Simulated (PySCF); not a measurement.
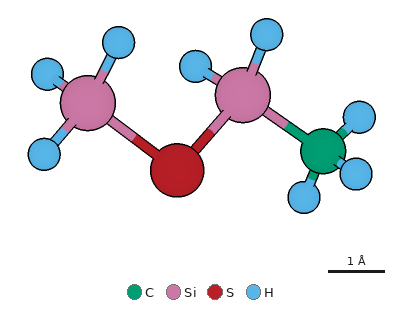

CH8SSi2, before the relaxation. A ball-and-stick model, seen at a tilt.

The start comes from GFN2-xTB.

Computed with PySCF, PBE0-D3(BJ)/def2-SVP geometry optimisation, gas phase.

```xyz
12

C    -2.4062   -0.1787   -0.0896
Si   -0.6951   -0.0910    0.7045
S     0.7052    0.1358   -0.9207
Si    2.6075    0.2287    0.0533
H    -2.6224    0.7237   -0.6548
H    -2.4770   -1.0181   -0.7756
H    -3.1770   -0.2957    0.6661
H    -0.3475   -1.3154    1.4232
H    -0.5458    1.0661    1.5850
H     2.8094   -1.0095    0.7964
H     2.6113    1.3734    0.9567
H     3.5388    0.3801   -1.0498
```

Predict the outcome.

Answer. S3 moves most after the best rigid fit: 0.11 Å. By element the largest moves are S 0.11 Å, H 0.10 Å, Si 0.07 Å, C 0.02 Å. Among the contacts that change: Si4–H12 1.452 → 1.490 Å, Si4–H10 1.458 → 1.494 Å, Si2–H8 1.462 → 1.496 Å, C1–Si2 1.888 → 1.869 Å. Bond angles that change, for instance: Si2–S3–Si4 103.8° → 99.4°, S3–Si4–H12 103.2° → 106.4°, H10–Si4–H12 112.8° → 109.8°. After 4 geometry steps the energy has fallen by 11.3 kJ/mol. The largest force component goes from 1 to 0.011 eV/Å. The run took of the order of 20 core-seconds on a shared host.

Step by step:

| step | E − E(0), kJ/mol | largest force component, eV/Å |
| --- | --- | --- |
| 0 | 0.00 | 1.0144 |
| 1 | -10.58 | 0.2896 |
| 2 | -11.24 | 0.0845 |
| 3 | -11.29 | 0.0162 |
| 4 | -11.29 | 0.0106 |

Final geometry:

```xyz
12

C    -2.3978   -0.1783   -0.0753
Si   -0.6720   -0.0861    0.6366
S     0.6832    0.1396   -1.0283
Si    2.5438    0.2253    0.0409
H    -2.6358    0.7409   -0.6312
H    -2.4863   -1.0331   -0.7624
H    -3.1381   -0.3007    0.7305
H    -0.3285   -1.3259    1.3996
H    -0.5241    1.0776    1.5644
H     2.7718   -1.0246    0.8270
H     2.5732    1.3873    0.9796
H     3.6118    0.3774   -0.9869
```

After the run, drawn alike:

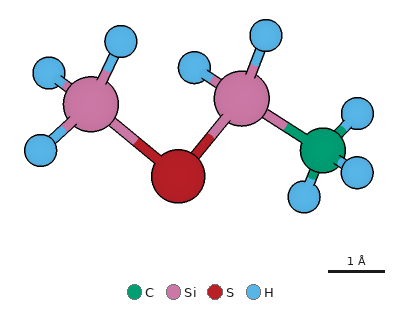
